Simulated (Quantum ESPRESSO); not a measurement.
# MoSi2N4, 1 layer: a series in biaxial strain, part 2 of 7

What law, if any, do the results for MoSi2N4, 1 layer follow against biaxial strain?

Quantum ESPRESSO 7.5; plane-wave DFT, PBE, GBRV ultrasoft pseudopotentials.

So far. Step 2 (Variable-cell relaxation of the reference):  The last row is no step: it is a fresh SCF in the final cell with a new plane-wave basis, +1 meV from the row before.

### Step 3. Relaxing the ions, -4 %

m0.relax.in

```
&control
  prefix = 'm0.relax'
  outdir = './out'
  pseudo_dir = './pseudo'
  nstep = 40
  forc_conv_thr = 0.0003
  calculation = 'relax'
  tstress = .true.
/
&system
  ibrav = 0
  nat = 7
  ntyp = 3
  ecutwfc = 50
  ecutrho = 250
  occupations = 'smearing'
  smearing = 'fd'
  degauss = 0.002
/
&electrons
  conv_thr = 1e-09
  mixing_beta = 0.4
  electron_maxstep = 120
  mixing_mode = 'plain'
/
&ions
/
ATOMIC_SPECIES
  N   14.0070  n_pbe_v1.2.uspp.F.UPF
  Si  28.0850  si_pbe_v1.uspp.F.UPF
  Mo  95.9500  mo_pbe_v1.uspp.F.UPF
CELL_PARAMETERS angstrom
  2.78505087648000 0.00000000000000 0.00000000000000
  -1.39252543872000 2.41192480992000 0.00000000000000
  0.00000000000000 0.00000000000000 21.86179061700000
ATOMIC_POSITIONS crystal
  N   0.000000000000 0.000000000000 0.338240171700
  Si  0.333333333300 0.666666666700 0.362098330200
  N   0.333333333300 0.666666666700 0.442564932500
  Mo  0.000000000000 0.000000000000 0.500000000000
  N   0.333333333300 0.666666666700 0.557435067500
  Si  0.333333333300 0.666666666700 0.637901669800
  N   0.000000000000 0.000000000000 0.661759828300
K_POINTS automatic
  12 12 1 0 0 0
```

Started as:

```bash
OMP_NUM_THREADS=1 mpirun -n 4 pw.x -nk 4 -in m0.relax.in > m0.relax.out
```

What it wrote:

```text
[banner, memory and clock lines left out]
Program PWSCF v.7.5 starts
[citation notice left out]

[...]
Message from routine setup:
[...]
bravais-lattice index     =            0
     lattice parameter (alat)  =       5.2630  a.u.
     unit-cell volume          =     991.0127 (a.u.)^3
     number of atoms/cell      =            7
     number of atomic types    =            3
     number of electrons       =        42.00
     number of Kohn-Sham states=           25
     kinetic-energy cutoff     =      50.0000  Ry
     charge density cutoff     =     250.0000  Ry
     scf convergence threshold =      1.0E-09
     mixing beta               =       0.4000
     number of iterations used =            8  plain     mixing
     energy convergence thresh.=      1.0E-04
     force convergence thresh. =      3.0E-04
     Exchange-correlation= SLA  PW   PBE  PBE
                           (   1   4   3   4   0   0   0)
     nstep                     =           40

[...]
PseudoPot. # 1 for N  read from file:
     ./pseudo/n_pbe_v1.2.uspp.F.UPF
     Pseudo is Ultrasoft + core correction, Zval =  5.0
     Generated by new atomic code, or converted to UPF format
     Using radial grid of  729 points,  4 beta functions with:
                l(1) =   0
                l(2) =   0
                l(3) =   1
                l(4) =   1
     Q(r) pseudized with  8 coefficients,  rinner =    0.900   0.900   0.900

     PseudoPot. # 2 for Si read from file:
     ./pseudo/si_pbe_v1.uspp.F.UPF
     Pseudo is Ultrasoft + core correction, Zval =  4.0
     Generated by new atomic code, or converted to UPF format
     Using radial grid of  899 points,  6 beta functions with:
                l(1) =   0
                l(2) =   0
                l(3) =   1
                l(4) =   1
                l(5) =   2
                l(6) =   2
     Q(r) pseudized with  8 coefficients,  rinner =    0.900   0.900   0.900
                                                       0.900   0.900

     PseudoPot. # 3 for Mo read from file:
     ./pseudo/mo_pbe_v1.uspp.F.UPF
     Pseudo is Ultrasoft + core correction, Zval = 14.0
     Generated by new atomic code, or converted to UPF format
     Using radial grid of  889 points,  6 beta functions with:
                l(1) =   0
                l(2) =   0
                l(3) =   1
                l(4) =   1
                l(5) =   2
                l(6) =   2
     Q(r) pseudized with  6 coefficients,  rinner =    1.000   1.000   1.000
                                                       1.000   1.000

     atomic species   valence    mass     pseudopotential
     N                 5.00    14.00700     N ( 1.00)
     Si                4.00    28.08500     Si( 1.00)
     Mo               14.00    95.95000     Mo( 1.00)

     12 Sym. Ops. (no inversion) found

[...]
number of k points=    19  Fermi-Dirac smearing, width (Ry)=  0.0020
[...]
Dense  grid:    66153 G-vectors     FFT dimensions: (  27,  27, 216)

     Smooth grid:    47363 G-vectors     FFT dimensions: (  24,  24, 192)

     Initial potential from superposition of free atoms

     starting charge      41.9976, renormalised to      42.0000

     negative rho (up, down):  1.454E-03 0.000E+00
     Starting wfcs are   37 randomized atomic wfcs

     per-process dynamical memory:    67.6 Mb

     Self-consistent Calculation

     iteration #  1     ecut=    50.00 Ry     beta= 0.40
     Davidson diagonalization with overlap
     ethr =  1.00E-02,  avg # of iterations =  2.5

     negative rho (up, down):  1.415E-03 0.000E+00

     total energy              =    -239.07121461 Ry
     estimated scf accuracy    <       1.98042828 Ry

     iteration #  2     ecut=    50.00 Ry     beta= 0.40
[...]
negative rho (up, down):  1.523E-03 0.000E+00

[...]
total energy              =    -239.39595865 Ry
     estimated scf accuracy    <       0.40936714 Ry

     iteration #  3     ecut=    50.00 Ry     beta= 0.40
[...]
negative rho (up, down):  1.562E-03 0.000E+00

[...]
total energy              =    -239.49224881 Ry
     estimated scf accuracy    <       0.21375381 Ry

     iteration #  4     ecut=    50.00 Ry     beta= 0.40
[...]
negative rho (up, down):  1.662E-03 0.000E+00

[...]
total energy              =    -239.51786480 Ry
     estimated scf accuracy    <       0.01200649 Ry

     iteration #  5     ecut=    50.00 Ry     beta= 0.40
[...]
negative rho (up, down):  1.739E-03 0.000E+00

[...]
total energy              =    -239.51984657 Ry
     estimated scf accuracy    <       0.00453884 Ry

     iteration #  6     ecut=    50.00 Ry     beta= 0.40
[...]
negative rho (up, down):  1.761E-03 0.000E+00

[...]
total energy              =    -239.52002164 Ry
     estimated scf accuracy    <       0.00054565 Ry

[...]
iteration # 11     ecut=    50.00 Ry     beta= 0.40
[...]
negative rho (up, down):  1.771E-03 0.000E+00

[...]
total energy              =    -239.52017330 Ry
     estimated scf accuracy    <       0.00000016 Ry

     iteration # 12     ecut=    50.00 Ry     beta= 0.40
[...]
negative rho (up, down):  1.772E-03 0.000E+00

[...]
total energy              =    -239.52017333 Ry
     estimated scf accuracy    <          1.4E-09 Ry

     iteration # 13     ecut=    50.00 Ry     beta= 0.40
[...]
negative rho (up, down):  1.772E-03 0.000E+00

[...]
total energy              =    -239.52017333 Ry
     estimated scf accuracy    <          2.2E-09 Ry

     iteration # 14     ecut=    50.00 Ry     beta= 0.40
[...]
negative rho (up, down):  1.772E-03 0.000E+00

[...]
End of self-consistent calculation

          k = 0.0000 0.0000 0.0000 (  5847 PWs)   bands (ev):

   -57.9503 -32.1452 -31.4848 -31.4848 -16.5294 -16.4633 -13.2055 -11.7411
    -5.8050  -3.3616  -1.4362  -0.9422  -0.9422  -0.8785  -0.8785  -0.6393
    -0.6393   0.5514   0.9285   0.9285   2.9809   6.3823   6.3823   6.8553
     6.8553

          k = 0.0000 0.0962 0.0000 (  5851 PWs)   bands (ev):

[...]
0.00118217   0.00000000   0.00000000          173.90        0.00        0.00
   0.00000000   0.00118217  -0.00000000            0.00      173.90       -0.00
   0.00000000  -0.00000000   0.00022779            0.00       -0.00       33.51

     BFGS Geometry Optimization
     Energy error            =      8.9E-03 Ry
     Gradient error          =      4.0E-02 Ry/Bohr

     number of scf cycles    =   1
     number of bfgs steps    =   0

     energy             new  =    -239.5201733272 Ry

     new trust radius        =       0.0397062127 bohr
     new conv_thr            =       0.0000000010 Ry

ATOMIC_POSITIONS (crystal)
N               -0.0000000000       -0.0000000000        0.3373500135
Si               0.3333333333        0.6666666667        0.3630497440
N                0.3333333333        0.6666666667        0.4416038208
Mo              -0.0000000000       -0.0000000000        0.5000000000
N                0.3333333333        0.6666666667        0.5583961792
Si               0.3333333333        0.6666666667        0.6369502560
N                0.0000000000        0.0000000000        0.6626499865

[...]
NEW-OLD atomic charge density approx. for the potential

     negative rho (up, down):  1.841E-03 0.000E+00

     per-process dynamical memory:    73.8 Mb

[...]
!    total energy              =    -239.52315209 Ry
[...]
Total force =     0.051786     Total SCF correction =     0.000029
[...]
number of bfgs steps    =   1
[...]
energy             new  =    -239.5231520899 Ry
[...]
new trust radius        =       0.0172369646 bohr
[...]
!    total energy              =    -239.52426524 Ry
[...]
Total force =     0.021562     Total SCF correction =     0.000029
[...]
number of bfgs steps    =   2
[...]
energy             new  =    -239.5242652400 Ry
[...]
new trust radius        =       0.0253980230 bohr
[...]
!    total energy              =    -239.52500901 Ry
[...]
Total force =     0.018989     Total SCF correction =     0.000008
[...]
number of bfgs steps    =   3
[...]
energy             new  =    -239.5250090118 Ry
[...]
new trust radius        =       0.0279378253 bohr
[...]
!    total energy              =    -239.52559772 Ry
[...]
Total force =     0.017532     Total SCF correction =     0.000010
[...]
number of bfgs steps    =   4
[...]
energy             new  =    -239.5255977196 Ry
[...]
new trust radius        =       0.0419067380 bohr
[...]
!    total energy              =    -239.52607879 Ry
[...]
Total force =     0.009308     Total SCF correction =     0.000019
[...]
number of bfgs steps    =   5
[...]
energy             new  =    -239.5260787896 Ry
[...]
new trust radius        =       0.0063999576 bohr
[...]
!    total energy              =    -239.52611934 Ry
[...]
Total force =     0.003460     Total SCF correction =     0.000014
[...]
number of bfgs steps    =   6
[...]
energy             new  =    -239.5261193351 Ry
[...]
new trust radius        =       0.0020830059 bohr
[...]
Self-consistent Calculation

     iteration #  1     ecut=    50.00 Ry     beta= 0.40
     Davidson diagonalization with overlap
     ethr =  1.00E-06,  avg # of iterations =  2.0

     Threshold (ethr) on eigenvalues was too large:
     Diagonalizing with lowered threshold

     Davidson diagonalization with overlap
     ethr =  1.07E-08,  avg # of iterations =  2.5

     negative rho (up, down):  1.749E-03 0.000E+00

     total energy              =    -239.52612283 Ry
     estimated scf accuracy    <       0.00000606 Ry

[...]
iteration #  8     ecut=    50.00 Ry     beta= 0.40
[...]
negative rho (up, down):  1.749E-03 0.000E+00

[...]
End of self-consistent calculation

          k = 0.0000 0.0000 0.0000 (  5847 PWs)   bands (ev):

   -58.3933 -32.5642 -31.9131 -31.9131 -16.5029 -16.4288 -13.4652 -12.1355
    -6.0275  -3.5921  -1.5717  -0.9504  -0.9504  -0.6876  -0.6876  -0.6005
    -0.6005   0.2259   0.7161   0.7161   2.3974   5.7840   5.7840   6.3884
     6.3884

          k = 0.0000 0.0962 0.0000 (  5851 PWs)   bands (ev):

   -58.3804 -32.5450 -32.0076 -31.9331 -16.3752 -16.3054 -13.3469 -12.1132
    -5.8854  -3.6125  -1.5919  -1.2797  -1.2103  -0.9989  -0.9214  -0.8203
    -0.5942   0.0662   0.5472   0.7998   2.3447   5.5759   5.7566   6.2869
     6.5893

[...]
the Fermi energy is     4.4843 ev

!    total energy              =    -239.52612494 Ry
     estimated scf accuracy    <          8.0E-12 Ry
     smearing contrib. (-TS)   =      -0.00000000 Ry
     internal energy E=F+TS    =    -239.52612494 Ry

     The total energy is F=E-TS. E is the sum of the following terms:
     one-electron contribution =   -2573.38864225 Ry
     hartree contribution      =    1297.40791024 Ry
     xc contribution           =     -50.49502926 Ry
     ewald contribution        =    1086.94963633 Ry

     convergence has been achieved in   8 iterations

     negative rho (up, down):  1.749E-03 0.000E+00

     Forces acting on atoms (cartesian axes, Ry/au):

     atom    1 type  1   force =     0.00000000    0.00000000    0.00012653
     atom    2 type  2   force =     0.00000000    0.00000000    0.00010794
     atom    3 type  1   force =     0.00000000    0.00000000   -0.00019862
     atom    4 type  3   force =     0.00000000    0.00000000    0.00000000
     atom    5 type  1   force =    -0.00000000   -0.00000000    0.00019862
     atom    6 type  2   force =     0.00000000    0.00000000   -0.00010794
     atom    7 type  1   force =     0.00000000    0.00000000   -0.00012653

     Total force =     0.000366     Total SCF correction =     0.000007

     Computing stress (Cartesian axis) and pressure

     negative rho (up, down):  1.749E-03 0.000E+00
          total   stress  (Ry/bohr**3)                   (kbar)     P=       99.01
   0.00101402   0.00000000  -0.00000000          149.17        0.00       -0.00
   0.00000000   0.00101402  -0.00000000            0.00      149.17       -0.00
  -0.00000000   0.00000000  -0.00000892           -0.00        0.00       -1.31

     Energy error            =      5.6E-06 Ry
     Gradient error          =      2.0E-04 Ry/Bohr

     bfgs converged in   8 scf cycles and   7 bfgs steps
     (criteria: energy <  1.0E-04 Ry, force <  3.0E-04 Ry/Bohr)

     End of BFGS Geometry Optimization

     Final energy             =    -239.5261249399 Ry

     File ./out/m0.relax.bfgs deleted, as requested
Begin final coordinates

ATOMIC_POSITIONS (crystal)
N                0.0000000000        0.0000000000        0.3346720623
Si               0.3333333333        0.6666666667        0.3609111902
N                0.3333333333        0.6666666667        0.4410306244
Mo              -0.0000000000       -0.0000000000        0.5000000000
N                0.3333333333        0.6666666667        0.5589693756
Si               0.3333333333        0.6666666667        0.6390888098
N               -0.0000000000        0.0000000000        0.6653279377
End final coordinates

[...]
```

Elapsed: 86 s, on 4 MPI ranks of AMD EPYC 9R14 (Zen 4), shared host; peak memory 0.6 GiB.

Step by step:

```csv
step,energy less that of the first step (eV),largest force (eV/Å)
1,0.0000,1.0209
2,-0.0405,0.7296
3,-0.0557,0.2968
4,-0.0658,0.2575
5,-0.0738,0.2927
6,-0.0803,0.1637
7,-0.0809,0.0584
8,-0.0810,0.0051
```

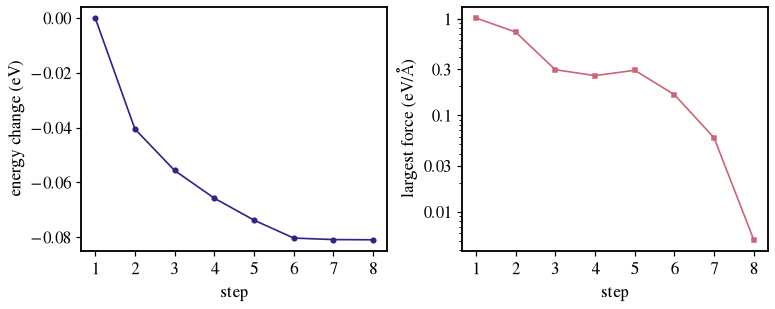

Energy and largest force along the relaxation.

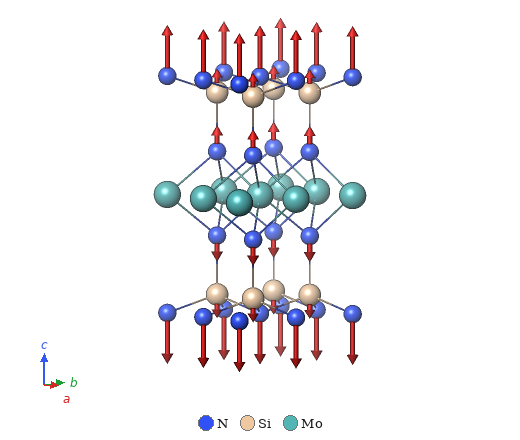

Displacements in the relaxation, exaggerated; the longest in the cell stands for 0.08 Å. Bonds to atoms that aren't drawn are left out. 2×2×1 cells are drawn. Some periodic images of atoms are drawn too.

The atoms that moved most (Å):

```csv
atom,dx,dy,dz,length
N1,0.000,0.000,-0.078,0.078
N7,0.000,0.000,0.078,0.078
N5,0.000,0.000,0.034,0.034
N3,0.000,0.000,-0.034,0.034
Si6,0.000,0.000,0.026,0.026
Si2,0.000,0.000,-0.026,0.026
```

The relaxation lowers the energy by 12 meV an atom.

This step gave:

| Quantity | Value |
| --- | --- |
| free energy | -3258.9190 eV |
| Fermi energy | 4.484 eV |

[end of part 2 of 7]

[Logs are printed without paths, hosts, clocks, repeated set-up lines and the standing remarks that a program may print on its own settings, such as how far it seeks lower states.]

[Hosts, paths, dates, database ids (printed as entryN), source tags and the programs' standing remarks are cut or masked in the printed files.]

[Maps of the electrostatic potential energy from Ansatz leave out the sawtooth potential of an applied field or a dipole correction, so their vacuum need not be flat; planar profiles and work functions include it.]
